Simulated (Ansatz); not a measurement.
# BGeF+ (doublet): one geometry, many settings

What do other methods and options give for BGeF+ (doublet) at this geometry, and how long do they take?

Computed with Ansatz 0.2.0, Gaussian basis. Level: the settings change from run to run.

25 further runs of the same task are left out: 2 for a known fault of the program, 11 that didn't finish, 12 set aside as unsound or not needed. Runs told in other sessions of the task aren't counted.

## Step 1: The geometry

The geometry is a PBE0/def2-TZVP stationary point (not a proven minimum) of the parent state, kept for this charge and spin. No spin-orbit coupling is included. The filled d shell of Ge may be among the frozen orbitals whatever the setting's name suggests.

3 atoms, charge 1, spin multiplicity 2.

Atoms are counted from 1 here; the program's logs count them from 0.

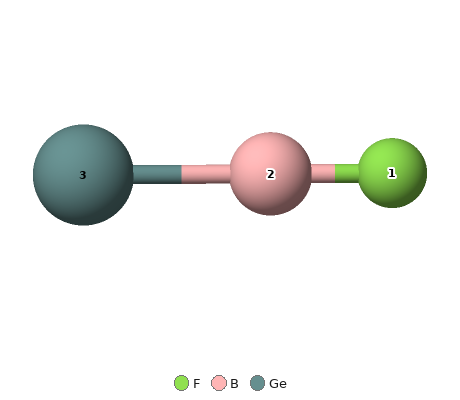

The geometry (fluorine green, boron pink, germanium teal); atoms are numbered from 1 in the order of the file.

## Step 2: CASSCF(3,4)/cc-pVDZ

Contents of in.yaml:

```yaml
crystal:
  periodic: [false, false, false]
  atoms:
    - {symbol: F, position_ang: [0.000000, 0.000000, -1.510700]}
    - {symbol: B, position_ang: [0.000000, 0.000000, -0.230200]}
    - {symbol: Ge, position_ang: [0.000000, 0.000000, 1.740900]}
basis:
  gaussian: {orbitals: cc-pVDZ}
total_charge: 1
magnetization: {spin_polarized: false, initial_magnetization: 1}
correlation: {active_space: {window: {electrons: 3, orbitals: 4}, states: [{multiplicity: 2, weights: [0.5, 0.5]}, {multiplicity: 4, weights: [1]}]}}
output: {forces: true}
```

Command:

```
ansatz run in.yaml --threads 1 --pin off --events-out ev --progress --plain --max-ram 2393MiB
```

The log of the run:

```text
Functional definition: HF
  name "HF"
  cite "Fock, Z. Phys. 61, 126 (1930) doi:10.1007/BF01340294"
  parent pbe
  exchange = exact_x
  correlation = 0
998 factors; integrals over basis functions are off by at most 1.7e-7 eV
mean field evaluation 1: about -59835.7505 eV, gradient 5.5e1 eV
mean field evaluation 2: about -59835.8105 eV, gradient 5.5e1 eV
mean field evaluation 4: about -59842.2520 eV, gradient 3.9e0 eV
mean field evaluation 8: about -59842.3389 eV, gradient 3.1e-1 eV
mean field evaluation 16: about -59842.1420 eV, gradient 3.9e0 eV
mean field evaluation 32: about -59831.9708 eV, gradient 1.5e1 eV
mean field -59842.33940565 eV, -2199.1654105633 hartree, gradient 2.5e-6 eV, S^2 0.750000; 4 other end points of the search recorded, 0 dependent functions left out
reference -59842.33940565 eV, -2199.1654105633 hartree; 23, 22 occupied and 32, 33 virtual orbitals, 998 factors
state -59842.60061644 eV, -2199.1750098828 hartree
state -59842.60061644 eV, -2199.1750098827 hartree
state -59841.25215848 eV, -2199.1254549667 hartree
the calculation of the forces begins
Total energy: -59841.92638746 eV, -2199.1502324247 hartree
Atom 0 at     0.000000     0.000000    -1.510700 Å, force     0.000000     0.000000     2.545247 eV/Å
Atom 1 at     0.000000     0.000000    -0.230200 Å, force     0.000000    -0.000000    -3.658591 eV/Å
Atom 2 at     0.000000     0.000000     1.740900 Å, force    -0.000000     0.000000     1.113344 eV/Å
Dipole moment:     0.000000    -0.000000     0.015074 e Å
```

It took 6.5 s on 1 thread of Arm Neoverse V1, shared host.

From the report: 24 determinants; active occupations (of the averaged states) 1.47, 0.76, 0.76, 0.01.

## Step 3: CCSD(T) on UHF/cc-pVDZ

Contents of in.yaml:

```yaml
crystal:
  periodic: [false, false, false]
  atoms:
    - {symbol: F, position_ang: [0.000000, 0.000000, -1.510700]}
    - {symbol: B, position_ang: [0.000000, 0.000000, -0.230200]}
    - {symbol: Ge, position_ang: [0.000000, 0.000000, 1.740900]}
basis:
  gaussian: {orbitals: cc-pVDZ}
total_charge: 1
magnetization: {spin_polarized: true, initial_magnetization: 1}
correlation: {method: ccsd_t, electrons: valence}
```

Launched as before.

The log of the run, shortened:

```text
Functional definition: HF
  name "HF"
  cite "Fock, Z. Phys. 61, 126 (1930) doi:10.1007/BF01340294"
  parent pbe
[...]
589 factors; integrals over basis functions are off by at most 9.6e-4 eV
[...]
mean field -59842.40614746 eV, -2199.1678632796 hartree, gradient 3.1e-7 eV, S^2 0.758879; 10 other end points of the search recorded, 0 dependent functions left out
determinant -59842.40614746 eV, -2199.1678632796 hartree, with singles and doubles -59851.58978337 eV, -2199.5053556741 hartree
determinant -59840.24128260 eV, -2199.0883059631 hartree, with singles and doubles -59849.29829042 eV, -2199.4211448614 hartree
determinant -59839.94996828 eV, -2199.0776003592 hartree, with singles and doubles -59849.16847785 eV, -2199.4163743377 hartree
determinant -59839.35083129 eV, -2199.0555824813 hartree, with singles and doubles -59848.52781937 eV, -2199.3928305728 hartree
11 core orbitals not correlated: weight in the atoms' cores, before any rotation towards them, 1.000 or more for the frozen orbitals, at most 0.000 for the correlated occupied ones
reference -59842.40614746 eV, -2199.1678632796 hartree; 12, 11 occupied and 32, 33 virtual orbitals, 589 factors
second order -8.52787945 eV of doubles, -0.00000000 eV of singles
cycle   1  -9.18397732 eV  change   -3.4e-4 eV  update   7.8e-4
[...]
cycle   6  -9.18407191 eV  change   -2.1e-5 eV  update   8.3e-6
perturbative correction -0.26721564 eV, -0.0098199935 hartree
Total energy: -59851.85743501 eV, -2199.5151916905 hartree
```

Wall time 12 s (1 thread of Arm Neoverse V1, shared host).

From the report: ⟨S²⟩ of the determinant 0.759 (pure doublet: 0.75); correlation -9.4513 eV; T1 0.016; largest double amplitude 0.08.

## Step 4: BCCD(T)/cc-pVDZ

in.yaml: that of step 3 with these lines changed.

```diff
@@ -10,2 +10,3 @@
 magnetization: {spin_polarized: true, initial_magnetization: 1}
-correlation: {method: ccsd_t, electrons: valence}
+hamiltonian: {xc: {name: PBE}}
+correlation: {method: bccd_t, electrons: outside_noble_gas}
```

Same command.

The log of the run, shortened:

```text
Functional definition: PBE
  name "PBE"
  cite "Perdew, Burke & Ernzerhof, Phys. Rev. Lett. 77, 3865 (1996) doi:10.1103/PhysRevLett.77.3865"
  parent pbe
[...]
589 factors; integrals over basis functions are off by at most 9.6e-4 eV
[...]
mean field -59889.21237403 eV, -2200.8879603795 hartree, gradient 6.6e-6 eV, S^2 0.752324; 3 other end points of the search recorded, 0 dependent functions left out
16 core orbitals not correlated: weight in the atoms' cores, before any rotation towards them, 0.999 or more for the frozen orbitals, at most 0.000 for the correlated occupied ones
reference -59841.41286819 eV, -2199.1313609394 hartree; 7, 6 occupied and 32, 33 virtual orbitals, 589 factors
second order -8.74118779 eV of doubles, -0.56242934 eV of singles
cycle   1  -8.86257207 eV  change    4.0e-1 eV  update   1.3e-1
[...]
cycle  11  -9.38291100 eV  change    5.1e-6 eV  update   1.6e-5
perturbative correction -0.28399831 eV, -0.0104367455 hartree
Total energy: -59851.07977750 eV, -2199.4866133042 hartree
```

Wall time 4.1 s (1 thread of Arm Neoverse V1, shared host).

From the report: ⟨S²⟩ of the determinant 0.752 (pure doublet: 0.75); correlation -9.6669 eV; largest double amplitude 0.08.

## Step 5: BCCD(T) on ROHF/cc-pVDZ

in.yaml: that of step 4 with these lines changed.

```diff
@@ -9,4 +9,4 @@
 total_charge: 1
-magnetization: {spin_polarized: true, initial_magnetization: 1}
-hamiltonian: {xc: {name: PBE}}
+magnetization: {spin_polarized: false, initial_magnetization: 1}
 correlation: {method: bccd_t, electrons: outside_noble_gas}
+scf: {lower_state_search: light}
```

Same command.

The log of the run, shortened:

```text
Functional definition: HF
  name "HF"
  cite "Fock, Z. Phys. 61, 126 (1930) doi:10.1007/BF01340294"
  parent pbe
[...]
589 factors; integrals over basis functions are off by at most 9.6e-4 eV
[...]
mean field -59842.33933781 eV, -2199.1654080702 hartree, gradient 1.5e-6 eV, S^2 0.750000; 5 other end points of the search recorded, 0 dependent functions left out
[...]
determinant -59842.33933781 eV, -2199.1654080702 hartree, with singles and doubles -59851.13056729 eV, -2199.4884797945 hartree
determinant -59839.11434977 eV, -2199.0468919457 hartree, with singles and doubles -59848.09713261 eV, -2199.3770031261 hartree
16 core orbitals not correlated, not the lowest: weight in the atoms' cores, before any rotation towards them, 0.987 or more for the frozen orbitals, at most 0.013 for the correlated occupied ones
reference -59842.33933781 eV, -2199.1654080702 hartree; 7, 6 occupied and 32, 33 virtual orbitals, 589 factors
second order -8.10146804 eV of doubles, -0.03811522 eV of singles
cycle   1  -8.75637163 eV  change    3.5e-2 eV  update   1.5e-2
[...]
cycle   8  -8.75619488 eV  change    9.2e-7 eV  update   1.2e-5
perturbative correction -0.28411576 eV, -0.0104410616 hartree
Total energy: -59851.37964845 eV, -2199.4976333584 hartree
```

Run time: 6 s. Hardware: 1 thread of Arm Neoverse V1, shared host.

From the report: correlation -9.0403 eV; largest double amplitude 0.08.

## Step 6: All runs side by side

```csv
level,correlated,functions,energy (eV),time
"CASSCF(3,4)/cc-pVDZ (mean of several states)",,55,-59841.9264,6.5 s
CCSD(T) on UHF/cc-pVDZ,valence,55,-59851.8574,12 s
BCCD(T)/cc-pVDZ (on PBE orbitals),outside noble gas,55,-59851.0798,4.1 s
BCCD(T) on ROHF/cc-pVDZ,outside noble gas,55,-59851.3796,6 s
```

## Step 7: Summary of results

```
quantity                                     value
    runs                                         4
quickest  BCCD(T)/cc-pVDZ (on PBE orbitals), 4.1 s
 slowest              CCSD(T) on UHF/cc-pVDZ, 12 s
```

**Reading.** Total energies in different bases, with other cores or another treatment of relativity can't be set against each other. «valence» and «outside noble gas» are the program's key words; the logs give how many orbitals each freezes, and for Ga to Kr the 3d shell needn't follow the word's plain sense. CCSD(T) on UHF/cc-pVDZ took 3 times as long as BCCD(T)/cc-pVDZ (on PBE orbitals); the jobs differ in more than the method.
